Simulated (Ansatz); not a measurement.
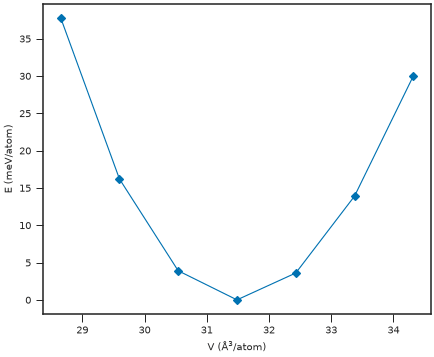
Fig. 1. Y (hcp (Mg type), P6_3/mmc) under volume change, the program Ansatz at the PBE+D3(BJ) level (PAW), shape and atoms relaxed at each volume.

Question: What does a third-order Birch–Murnaghan fit give for V₀, B₀ and B′?

Answer: V₀ = 31.49 Å³/atom, B₀ = 42.2 GPa, B′ = 2.8.

The PBE+D3(BJ) relaxation kept the symmetry of its start. The run is not spin-polarised. The pairwise dispersion correction was not fitted to metals.

Potentials: the earlier of the program's two PAW sets.
